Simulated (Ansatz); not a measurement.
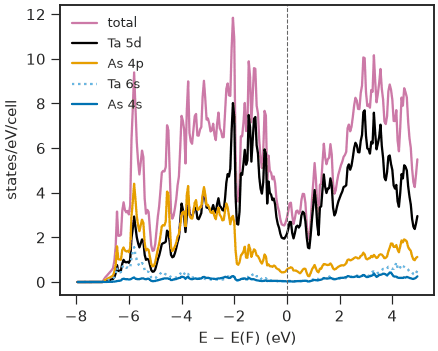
*Total and projected density of states of Ta₅As₄ in space group I4/m (No. 87; Ta on 2a, As on 8h, Ta on 8h), the program Ansatz at the LDA level (PAW)*

Question: Which orbitals carry the states next to the Fermi level?

Answer: Within 0.5 eV of the Fermi level: Ta 5d 77 %, As 4p 17 %. Projections are on Löwdin-orthogonalised atomic valence shells; empty p or d shells of many metals are not among them.

Question: Where is the tallest occupied peak in this window, and what makes it?

Answer: Near -2.0 eV, about 12 states/eV per cell; the largest projected share is Ta 5d.

The workflow started from an entry of the Crystallography Open Database (COD). Its standing as an ambient phase is unchecked. The cell was relaxed with LDA under the symmetry of its start; whether a distortion lowers the energy is not shown. No spin polarisation was allowed. Spin–orbit coupling is left out wherever it is not named.

Potentials: the later of the program's two PAW sets.
